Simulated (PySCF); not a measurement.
Vertical excitations of a molecule C2H7InO2 from TDA-ωB97X/def2-SVPD (PySCF), as energy in eV (oscillator strength): 5.91 (0.000), 6.21 (0.001), 6.31 (0.247), 6.40 (0.107), 6.53 (0.053), 6.96 (0.000), 7.41 (0.153), 7.49 (0.180), 7.83 (0.051), 7.99 (0.135). Lowest triplet (TDA): 5.05 eV. Geometry: B3LYP-D3(BJ)/def2-SVP. The def2 effective core potentials stand for the cores of In; spin–orbit coupling is left out. Other conformers were not sampled.

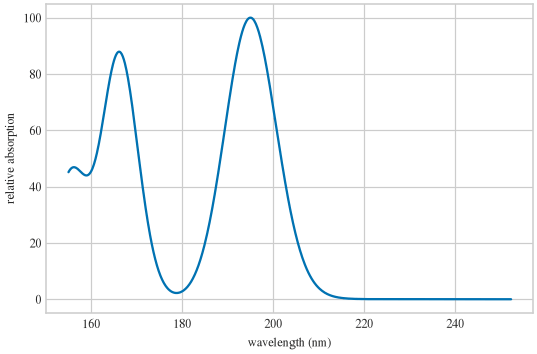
*The lines broadened by 0.4 eV.*

Problem. Pick the molecule that these values belong to.
(A) C[CH2][In]([OH])[OH]
(B) CC[O][InH][OH]
(C) C[O][In]([CH3])[OH]
(D) C[O][InH][O]C

Solution. A, C[CH2][In]([OH])[OH]
